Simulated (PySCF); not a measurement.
## Electronic structure of C₃H₉FO₂Si₂ in real space

The calculation's input:

```
{"job": {"kind": "uv", "xc": "CAM-B3LYP", "basis": "def2-SVPD", "nstates": 8, "ntriplets": 3}, "charge": 0, "multiplicity": 1}
F     -0.541702     0.872484     1.896654
C     -1.127611     1.016357     0.648081
C     -2.120559    -0.128266     0.455537
Si    -1.017882    -1.509470    -0.266278
C      0.386672    -0.241161    -0.610315
O      1.447388    -0.559806     0.228713
Si     2.652583     0.432720     0.705969
O     -0.159818     1.038223    -0.329486
H     -1.591846     2.011496     0.658367
H     -2.593511    -0.352945     1.408142
H     -2.895764     0.190774    -0.239205
H     -0.574724    -2.494095     0.711269
H     -1.589744    -2.062867    -1.493810
H      0.757147    -0.159016    -1.639480
H      2.182645     1.554806     1.511418
H      3.415881    -0.550548     1.461604
H      3.363846     0.953341    -0.467629
```

Launched as:

```sh
OMP_NUM_THREADS=1 python probes_run.py task.json out
```

Geometry: GFN2-xTB.

Theory: PySCF 2.14.0, CAM-B3LYP/def2-SVPD, SCF density, gas phase.

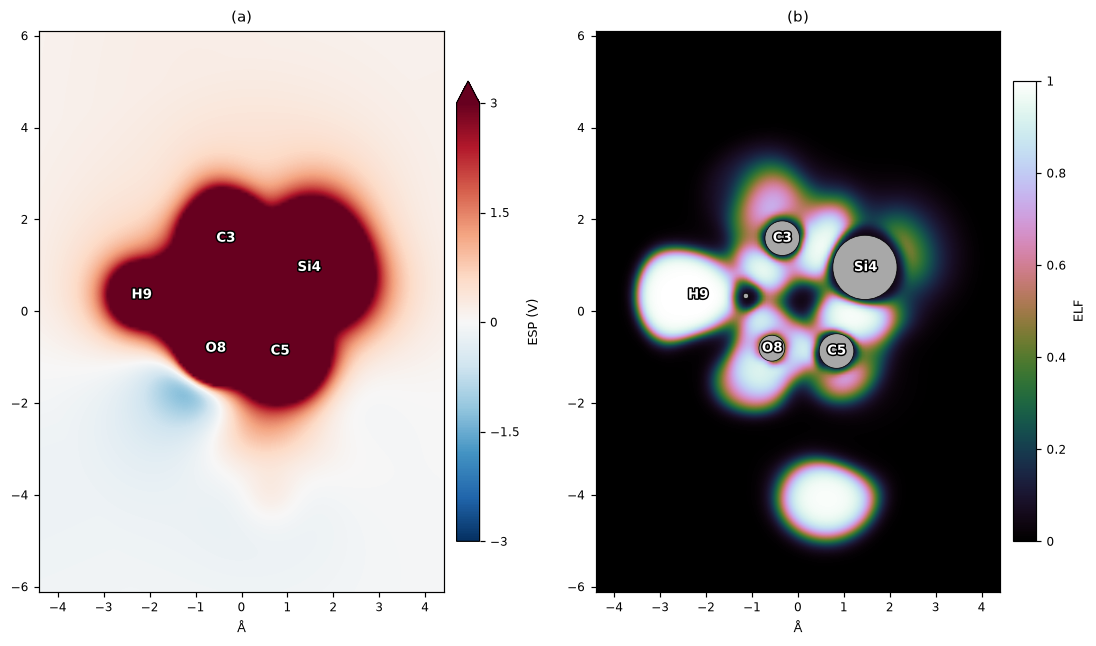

Figure 1. (a) electrostatic potential; (b) electron localisation function on the plane of atoms C3, Si4 and C5. Grey discs cover the atomic cores in the ELF map.

Read the bonding off the picture.

Answer.
- Atoms in the plane: C, Si, O and H.
- C–Si (1.91 Å): the ELF peaks at about 0.95 between the atoms; a shared electron pair.
- C–O (1.42 Å): the ELF peaks at about 0.90 between the atoms; a polar covalent bond.
- The ELF also peaks beside O8, away from the bonds: lone-pair regions.
- Outside the dense part of the molecule the potential is most negative (−1.3 V) near O8.

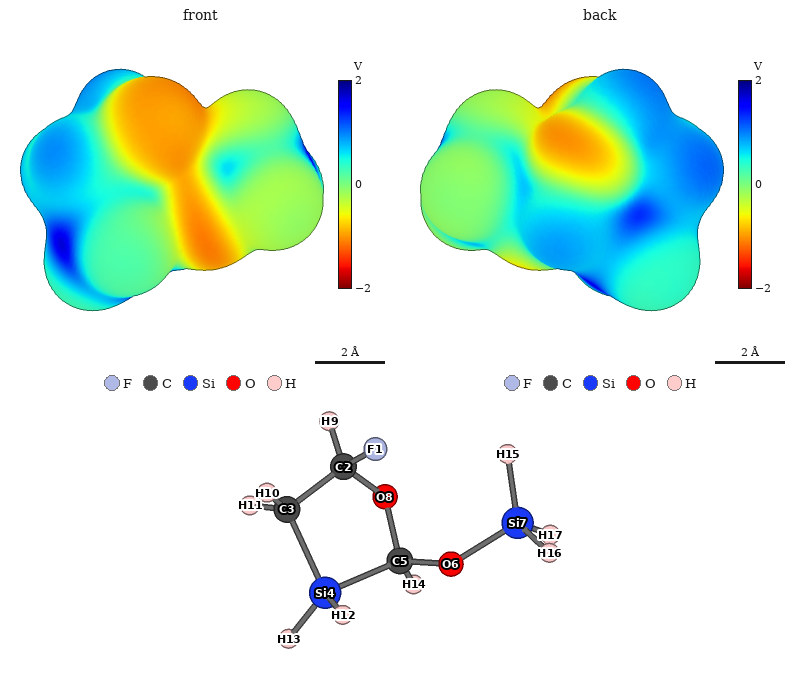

Figure 2. The molecular electrostatic potential painted on the density surface at 0.002 e/bohr³, seen from the front and from behind; the colour scale runs from red (negative) to blue (positive). The bare structure is drawn below in the same view.

Describe the electrostatic potential map.

Answer. The most negative region (about −1.1 V) lies over F1 and O6, the most positive (about +1.5 V) over Si4 and Si7.

What dipole moment does the calculation give?

Answer. Its dipole moment is 2.34 D.
